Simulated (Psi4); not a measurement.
# TDHF/6-31G(d,p) (sfX2C, density fitting, Cartesian functions, tdscf states 6) run of C2H4B (SMILES B[C]=C)

Wanted: the excited states of C2H4B. 

The calculation is run with Psi4 1.11.

3 further runs of the same task are left out: 1 that didn't finish, 2 set aside as unsound or not needed.

## 1. The system as given

C2H4B has 7 atoms, charge 0, and is taken as a doublet. As SMILES, `B[C]=C`. Geometry: relaxed at GFN2-xTB.

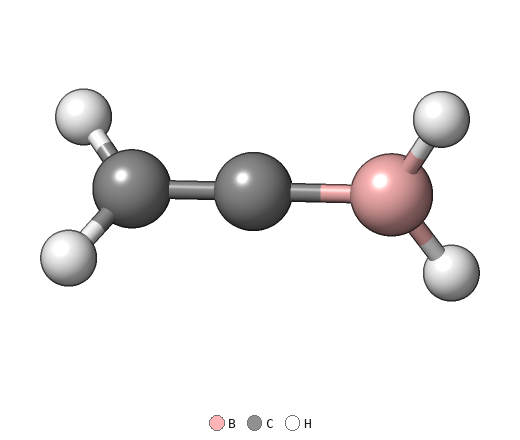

Viewed from a chosen angle; boron pink, carbon grey, hydrogen white.

## 2. The vertical excitations at TDHF/6-31G(d,p) (sfX2C, density fitting, Cartesian functions, tdscf states 6)

Input file job.inp:

```
memory 1600 mb

molecule system {
  0 2
  B     -1.075830     0.425360    -0.773780
  C      0.057000    -0.020470     0.039540
  C      1.051750    -0.415380     0.756660
  H     -2.062370    -0.207830    -0.792290
  H     -0.989160     1.411380    -1.402080
  H      1.668510    -1.268180     0.495290
  H      1.350100     0.075110     1.676660
  symmetry c1
}

set {
  basis        6-31G**
  reference    uhf
  tdscf_states 6
  tdscf_tda    false
  relativistic x2c
}

energy('td-hf')
```

The run is started by

```bash
$ psi4 -i job.inp -o job.out -n 1
```

Q: Predict the results. Wanted: ground-state or mean-field energy; dipole moment; HOMO energy; LUMO energy; ⟨S²⟩ of the reference determinant; lowest excitation energy.

Computed results:

At TDHF/6-31G** (sfX2C, density fitting, Cartesian functions, tdscf states 6):

| quantity | value |
| --- | --- |
| ground-state or mean-field energy | -102.70164 Eh |
| dipole moment (Hartree–Fock density) | 1.12 D |
| HOMO energy (Hartree–Fock orbitals) (highest over α and β) | -9.92 eV |
| LUMO energy (Hartree–Fock orbitals) (lowest over α and β) | 1.35 eV |
| ⟨S²⟩ of the reference determinant | 0.866 |
| lowest excitation energy | 3.31 eV |

⟨S²⟩ is 0.87 where a pure doublet has 0.75: the reference is spin-contaminated. The brightest of the 6 transitions from the ground state lies at 5.54 eV (224 nm, f = 0.040); the lowest, at 3.31 eV, has f = 0.000.
